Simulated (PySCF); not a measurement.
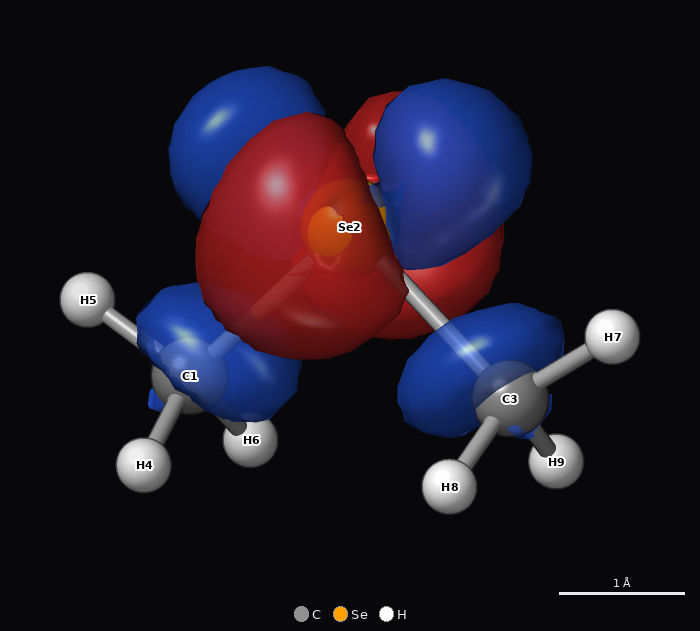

Figure. C2H6Se, SMILES `C[Se]C`. Unrelaxed difference density of S₁ less the ground state (full linear response singlet states), ±0.04 e/Å³; blue: gain, red: loss.

Level of theory: CAM-B3LYP/cc-pVDZ (PySCF), at a geometry from GFN2-xTB. No frequency check shows the geometry to be a minimum. GFN2-xTB bond lengths at metals and heavier atoms can be off by up to 0.1 Å and shapes distorted, which carries into these values. Without diffuse functions Rydberg states are missing, so the states' numbers hold for this basis only.

Coordinates in Å:

```
C1       1.4610    0.8211    0.0004
Se2     -0.0000   -0.4744    0.0000
C3      -1.4610    0.8211   -0.0004
H4       1.3933    1.4366    0.8944
H5       2.3941    0.2653   -0.0019
H6       1.3939    1.4365   -0.8936
H7      -2.3941    0.2653    0.0019
H8      -1.3938    1.4366    0.8936
H9      -1.3933    1.4366   -0.8944
```

> How does the charge move on excitation?

0.71 e is displaced in all, of which about 0.3 e passes between atoms: Se2 (0.27 e) loses electrons and C1 and C3 (0.10 e each) gain them. The state: 5.00 eV (248 nm), f = 0.000 (dark), n → σ*; the leading pair carries 100 %; hole on Se2 (84 %), electron on Se2 (57 %) and C1 and C3 (14 % each); their centroids lie 0.1 Å apart.

Cost of the run: 7 min on 1 thread of Arm Neoverse N1 (shared host), peak memory 0.57 GiB.
